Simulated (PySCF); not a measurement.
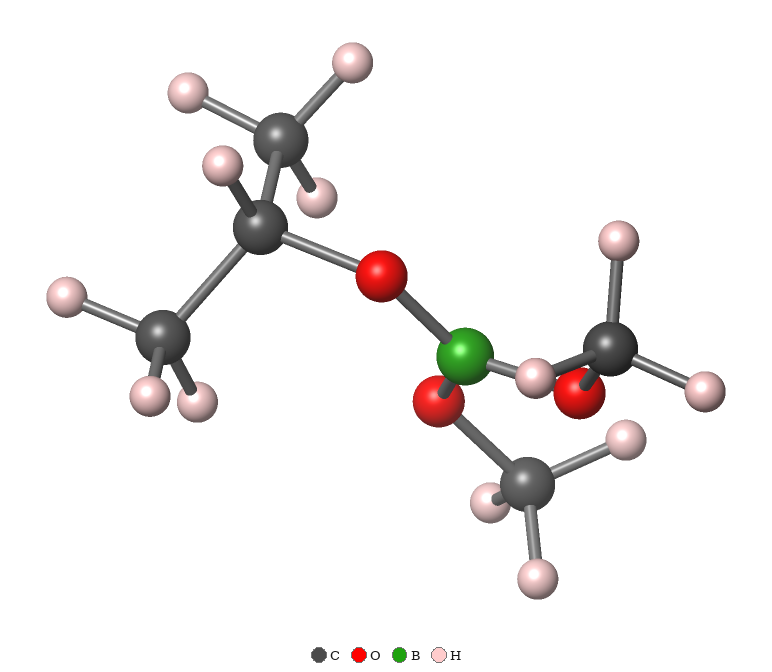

Rendered structure (ball-and-stick style).

**Give the formula.**

C₅H₁₃BO₃, 22 atoms: 5 carbon, 13 hydrogen, 1 boron and 3 oxygen.

**What is its SMILES?**

COB(OC)OC(C)C

**Describe its rings.**

It has no ring.

**How many bonds of each kind are drawn?**

13 C–H, 3 C–O, 3 B–O, 2 C–C.

The parts below concern this one geometry. Atoms keep their numbers from picture to picture. Computed geometry: PBE0-D3(BJ)/def2-SVP optimisation. No frequency run is at hand to confirm it as a minimum.

### NMR shielding

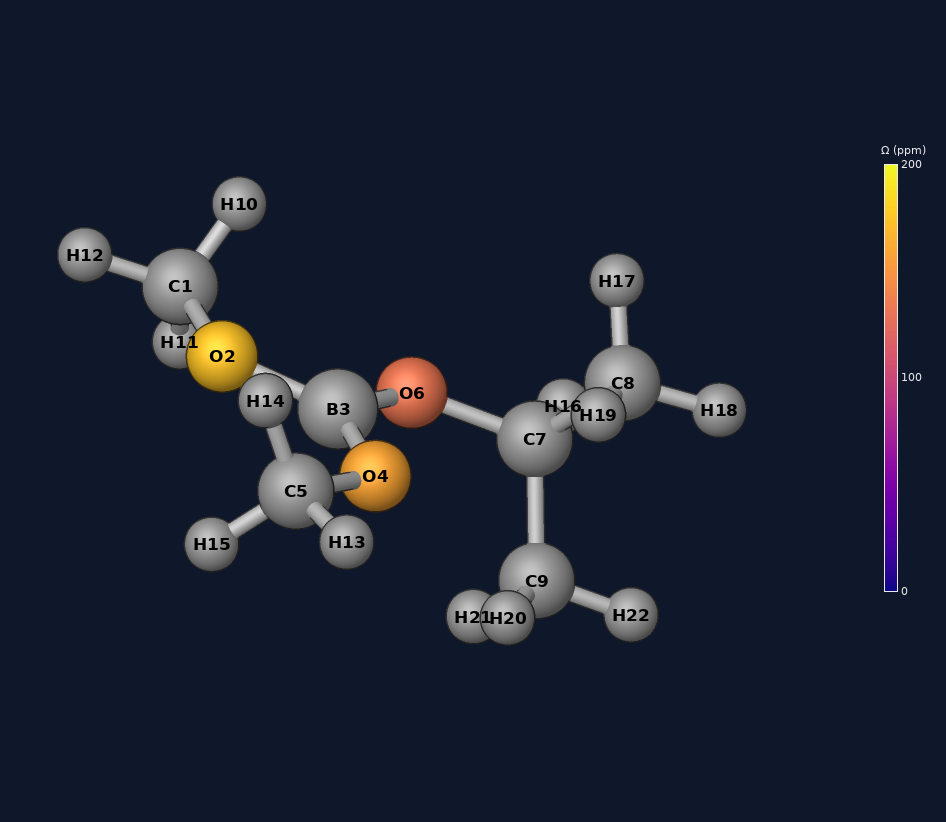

The O atoms are coloured by the span of their shielding tensor. No frequency run is at hand to confirm it as a minimum. Level of theory: GIAO PBE0/pcSseg-1 NMR shielding, non-relativistic, IEF-PCM chloroform (PySCF 2.14.0). Principal shieldings σ11 ≤ σ22 ≤ σ33, span Ω = σ33 − σ11, skew κ = 3(σiso − σ22)/Ω.

Give the shielding tensors of the O atoms.

```tsv
atom	σ11	σ22	σ33	σiso	Ω	κ
O2	162.5	302.6	337.1	267.4	174.6	−0.61
O4	169.5	303.4	329.5	267.5	160.0	−0.67
O6	161.9	195.8	294.4	217.4	132.5	0.49
```

Shieldings and span in ppm.

### Levels of theory compared

No frequency run is at hand to confirm it as a minimum. Program: PySCF 2.14.0.

Tabulate dipole (D), HOMO energy (eV), HOMO–LUMO gap (eV) at these levels: CAM-B3LYP/def2-SVPD; CAM-B3LYP/pcSseg-1; PBE0/pcSseg-1; PBE0/pcSseg-1 in acetone (IEF-PCM); PBE0/pcSseg-1 in chloroform (IEF-PCM).

| level | dipole (D) | HOMO energy (eV) | HOMO–LUMO gap (eV) |
| --- | --- | --- | --- |
| CAM-B3LYP/def2-SVPD | 0.23 | −9.56 | 10.58 |
| CAM-B3LYP/pcSseg-1 | 0.12 | −9.45 | 11.77 |
| PBE0/pcSseg-1 | 0.13 | −8.02 | 9.51 |
| PBE0/pcSseg-1 in acetone (IEF-PCM) | 0.30 | −8.13 | 9.62 |
| PBE0/pcSseg-1 in chloroform (IEF-PCM) | 0.24 | −8.09 | 9.59 |

### Charges

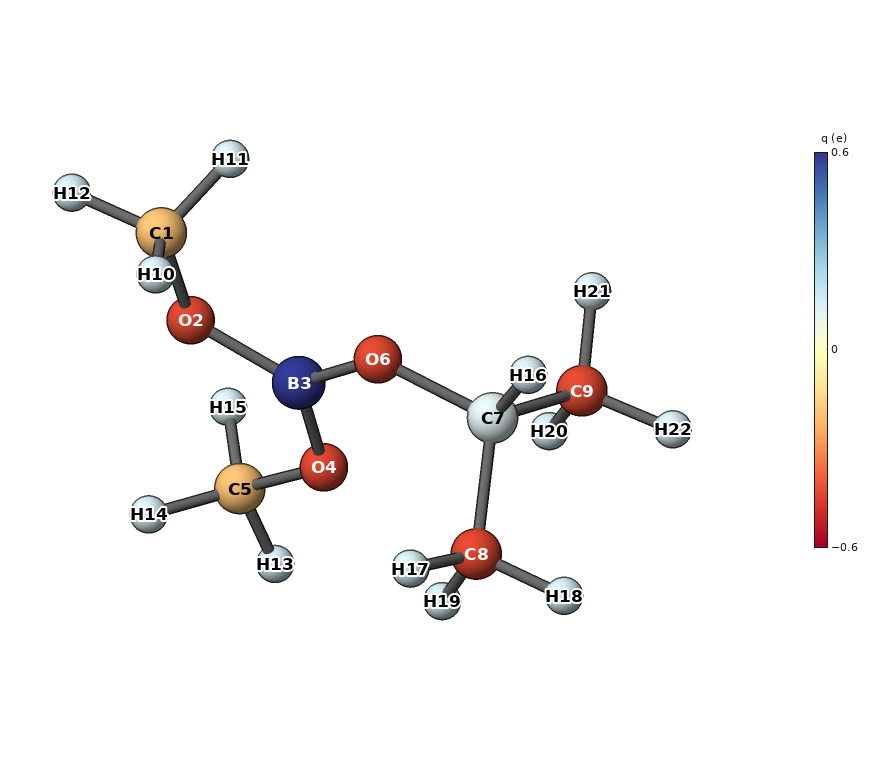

Atoms are coloured by their IAO charges. No frequency run is at hand to confirm it as a minimum. Properties computed with PBE0/pcSseg-1, gas phase (PySCF 2.14.0).

**Which atom carries the highest charge (most positive or least negative)?**

B3 (0.59 e).

**And the lowest?**

O2, O4, O6, C8, C9 (−0.43 e).

Give the IAO charges atom by atom.

```csv
atom,value (e)
C1,−0.19
O2,−0.43
B3,0.59
O4,−0.43
C5,−0.19
O6,−0.43
C7,0.11
C8,−0.43
C9,−0.43
H10,0.13
H11,0.13
H12,0.15
H13,0.15
H14,0.13
H15,0.13
H16,0.14
H17,0.14
H18,0.14
H19,0.15
H20,0.15
H21,0.14
H22,0.14
```
